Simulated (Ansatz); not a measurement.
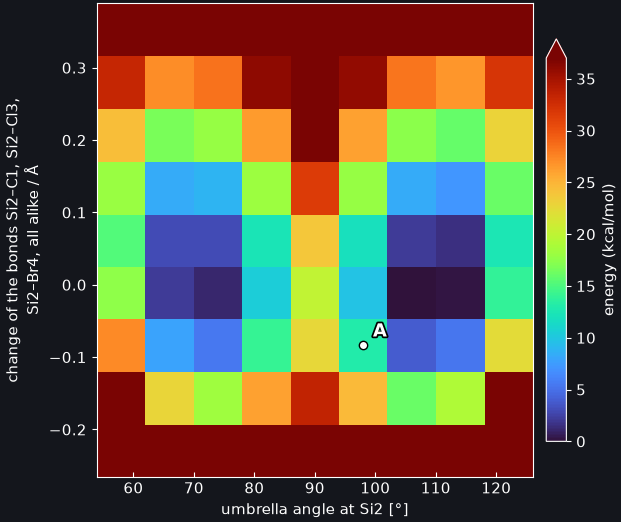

CH₃BrClSi, SMILES C[Si](Cl)Br, spin multiplicity 2. 
- The first coordinate is: umbrella angle at Si2 (between each of its bonds and their common axis; 90 is planar); the second: change of the bonds Si2–C1, Si2–Cl3, Si2–Br4, all alike.
- Nothing is relaxed (all other coordinates rigid).
- The grid has 9 × 9 points.
- Points are written as (first, second).
- Energies: kcal/mol, counted from the lowest grid point.
- Energies and slopes of some neighbouring points disagree (a jump in structure or state, or too coarse a mesh).
- These are results of UKS PBE-D4/def2-SVP (Ansatz 0.2.0), not measurements.

The picture shows one coloured cell a grid point, one colour for all values above the top of the scale, the point A.

Is A at rest? If not, where is it pushed?

A, at (98.0°, −0.083 Å), is not a stationary point. The computed force is 1.6 kcal/mol for each degree towards larger values of the first coordinate and 95.4 kcal/mol for each Å towards larger values of the second coordinate.
